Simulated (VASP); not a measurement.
Band structure of BeS (zinc blende). All values below come from PBE GGA with D4 dispersion, VASP's PBE PAW potentials (set 64) (plane waves; VASP).

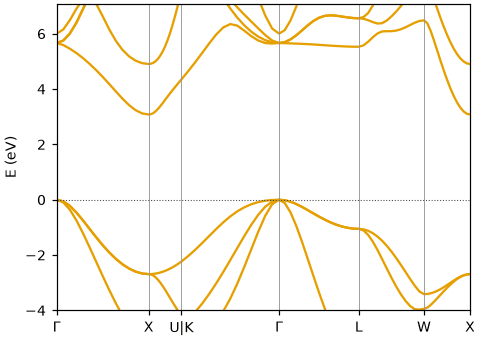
Figure. Bands along high-symmetry lines, zero at the valence-band maximum or, without a gap, the Fermi level

### Question
Read the plot: is there a gap, and where are the band edges?

### Answer
The gap is indirect, 3.08 eV, from the valence maximum at Γ to the conduction minimum at X. (Edges off the drawn lines would not show.)

The compound is BeS in the zinc blende structure. It was relaxed first.
